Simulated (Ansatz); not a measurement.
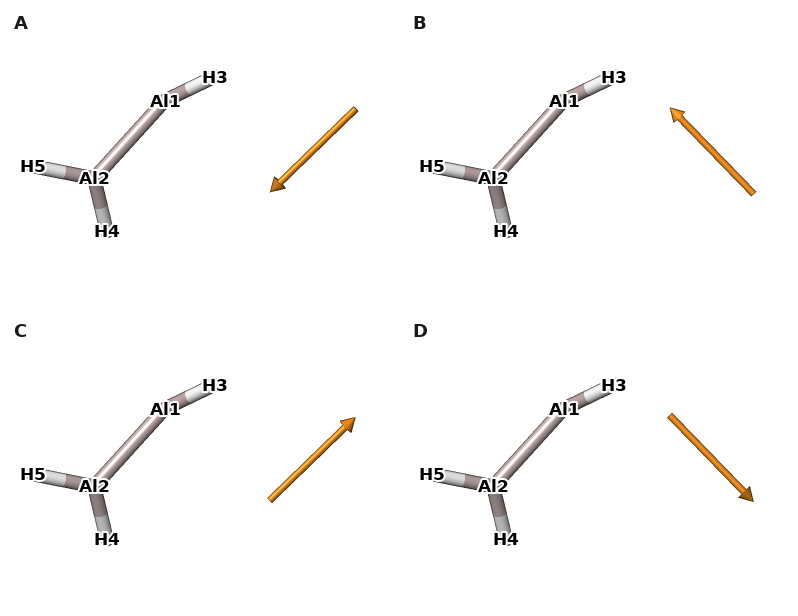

The same molecule four times, each with an arrow. The species is neutral and a spin doublet. The geometry was computed by an optimisation with PBE0-D4/def2-TZVP. No frequency run is at hand to confirm it as a minimum. Properties computed with UKS PBE0-D4/def2-TZVP (Ansatz 0.2.0).

Which arrow points along the dipole moment, from the negative to the positive end?

Answer. C. The dipole moment is 0.98 D; it points from the side of H4, H5 to the side of H3 (the outermost atoms at the two ends).
